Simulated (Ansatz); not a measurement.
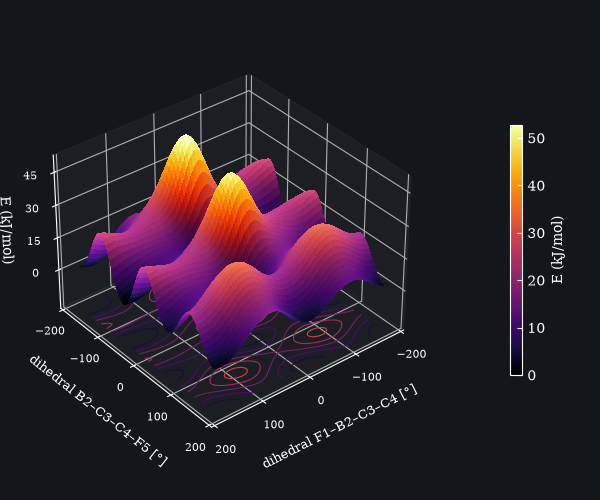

Energy landscape of C2H4BF3, SMILES FBCC(F)F. Coordinates scanned: (1) dihedral F1–B2–C3–C4; (2) dihedral B2–C3–C4–F5. Nothing is relaxed (all other coordinates rigid). Grid: 18 × 18 points. Points are written as (first, second). Energies are in kJ/mol, from the lowest grid point. Computed with RHF/def2-SVP in Ansatz 0.2.0.

The picture shows a relief with its contours projected below. Between grid points the surface is interpolated. 

Summarise what can be read from the map.

The lowest grid point is at (−180°, −60°). There are further wells near (160°, −180°) (1.6 kJ/mol above the lowest at that grid point); (−160°, 60°) (2.8 kJ/mol above the lowest at that grid point); (−20°, −180°) (2.8 kJ/mol above the lowest at that grid point). The highest grid point, (0°, −120°), lies 52.7 kJ/mol above the lowest. On the interpolated surface the easiest way out of the lowest well to its copy in the next cell or period passes a barrier of about 9.8 kJ/mol. Round the minimum the valley is somewhat tilted: raising dihedral F1–B2–C3–C4 shifts the best value of dihedral B2–C3–C4–F5 downwards (coupling k₁₂/√(k₁₁k₂₂) about 0.4).

The input of one point:

```yaml
crystal:
  periodic: [false, false, false]
  atoms:
    - { symbol: F, position_ang: [-1.892769, -1.750259, 0.334822] }
    - { symbol: B, position_ang: [-1.159106, -0.687104, 0.577901] }
    - { symbol: C, position_ang: [0.173829, -0.496543, -0.245772] }
    - { symbol: C, position_ang: [0.956719, 0.741083, 0.088573] }
    - { symbol: F, position_ang: [0.228681, 1.84006, -0.136633] }
    - { symbol: F, position_ang: [1.272953, 0.73932, 1.392551] }
    - { symbol: H, position_ang: [-1.531485, 0.054527, 1.442817] }
    - { symbol: H, position_ang: [0.803094, -1.375252, -0.063691] }
    - { symbol: H, position_ang: [-0.045533, -0.495158, -1.317012] }
    - { symbol: H, position_ang: [1.883042, 0.835688, -0.474862] }
basis:
  gaussian: { orbitals: def2-SVP }
hamiltonian:
  xc: hf
output:
  forces: true
```

Each point was launched as `ansatz run input.yaml --threads 1 --pin off --max-ram 2560MiB --backend cpu --events-out ev --progress --plain --runs-dir out`. Time for the 324 points that were run: 9.5 min on 1 thread of Arm Neoverse V2, with other jobs on the host.
